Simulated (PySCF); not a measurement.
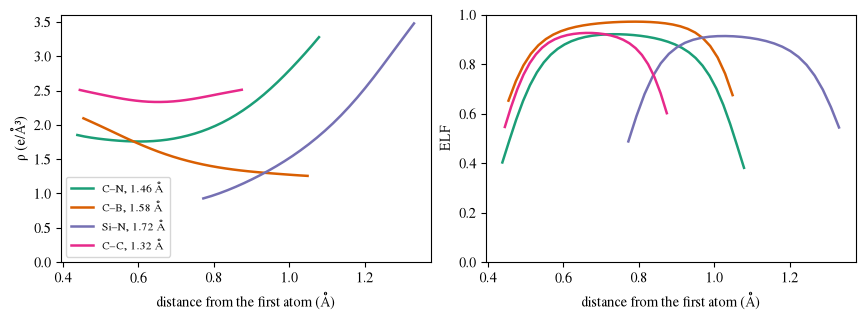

C$_{3}$H$_{15}$BN$_{2}$Si$_{3}$. Electron density and ELF along straight lines between neighbouring atoms. The curves leave out the atomic cores.

Geometry: GFN2-xTB.

Level of theory: PBE0/pcSseg-1, SCF density, gas phase, non-relativistic in PySCF 2.14.0.

```yaml
atoms:
  - { symbol: C, position_ang: [-2.9890, 0.2150, -1.7379] }
  - { symbol: C, position_ang: [-1.8356, 0.5163, -1.1712] }
  - { symbol: C, position_ang: [-1.0757, -0.3667, -0.2152] }
  - { symbol: B, position_ang: [0.1760, -1.0469, -0.9055] }
  - { symbol: Si, position_ang: [1.9082, -0.9585, -0.0227] }
  - { symbol: N, position_ang: [3.1026, -1.7233, -1.0328] }
  - { symbol: Si, position_ang: [2.7071, 1.2145, 0.2291] }
  - { symbol: N, position_ang: [-0.7653, 0.3528, 1.0203] }
  - { symbol: Si, position_ang: [-1.9172, 0.5697, 2.2748] }
  - { symbol: H, position_ang: [-3.4847, -0.7231, -1.5477] }
  - { symbol: H, position_ang: [-3.4833, 0.8858, -2.4207] }
  - { symbol: H, position_ang: [-1.3592, 1.4687, -1.3724] }
  - { symbol: H, position_ang: [-1.7499, -1.1874, 0.0719] }
  - { symbol: H, position_ang: [-0.0151, -1.5331, -1.9554] }
  - { symbol: H, position_ang: [1.9059, -1.5675, 1.3372] }
  - { symbol: H, position_ang: [4.0705, -1.7044, -0.7547] }
  - { symbol: H, position_ang: [2.8972, -2.6205, -1.4421] }
  - { symbol: H, position_ang: [2.0430, 2.1766, -0.6662] }
  - { symbol: H, position_ang: [2.4748, 1.7416, 1.5787] }
  - { symbol: H, position_ang: [4.1422, 1.3842, -0.0214] }
  - { symbol: H, position_ang: [-0.1196, 1.1102, 0.8522] }
  - { symbol: H, position_ang: [-2.3265, -0.7828, 2.6650] }
  - { symbol: H, position_ang: [-1.1877, 1.2727, 3.3268] }
  - { symbol: H, position_ang: [-3.1305, 1.3259, 1.9174] }
```

Question: What can be read from the curves?

Answer: C–N (1.46 Å): ρ at the midpoint is about 1.8 e/Å³; the ELF peaks at about 0.90 between the atoms (a shared electron pair).
C–B (1.58 Å): ρ at the midpoint is about 1.4 e/Å³; the ELF peaks at about 1 between the atoms; a shared electron pair.
Si–N (1.72 Å): the density is about 1.1 e/Å³ at the midpoint; the ELF peaks at about 0.90 between the atoms, as expected for a polar covalent bond.
C–C (1.32 Å): ρ is about 2.3 e/Å³ halfway; the ELF peaks at about 0.95 between the atoms (a multiple bond).
